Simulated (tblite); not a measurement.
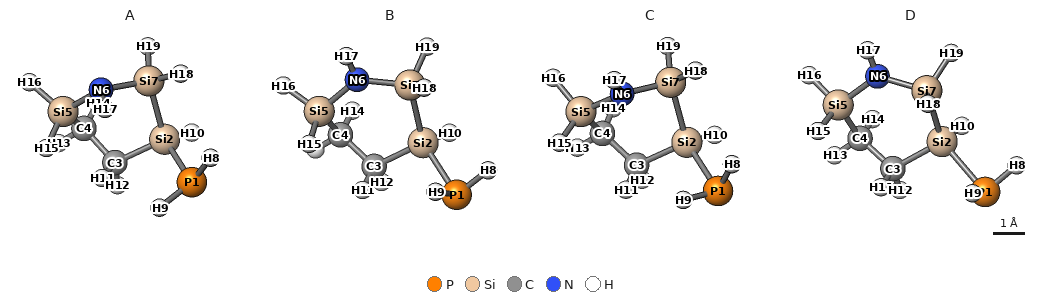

4 geometries from one relaxation of C2H12NPSi3, in shuffled order. The picture is a ball-and-stick view, seen at a tilt.

The calculation used tblite 0.8.0, GFN2-xTB geometry optimisation, gas phase. 

**Order the frames from highest to lowest energy.**

A, C, B, D. They are steps 0, 37, 100, 170, at +1.381 eV, +0.120 eV, +0.034 eV relative to the last. H17 moves most after the best rigid fit: 2.22 Å. Largest moves by element: H 2.22 Å, P 0.84 Å, Si 0.76 Å, N 0.73 Å, C 0.35 Å. Some distances before and after: P1–H8 1.465 → 1.380 Å, Si2–Si7 2.244 → 2.323 Å, Si2–C3 1.864 → 1.914 Å, N6–Si7 1.780 → 1.737 Å. Among the angles between lasting bonds that change: H8–P1–H9 109.1° → 92.1°, Si5–N6–Si7 114.2° → 130.2°, Si2–P1–H8 108.1° → 93.8°. Groups turn about Si2–Si7 by about 60°. Over 170 geometry steps the energy falls by 1.381 eV. The run took 3.5 s on 1 thread of Arm Neoverse N1 (shared host).
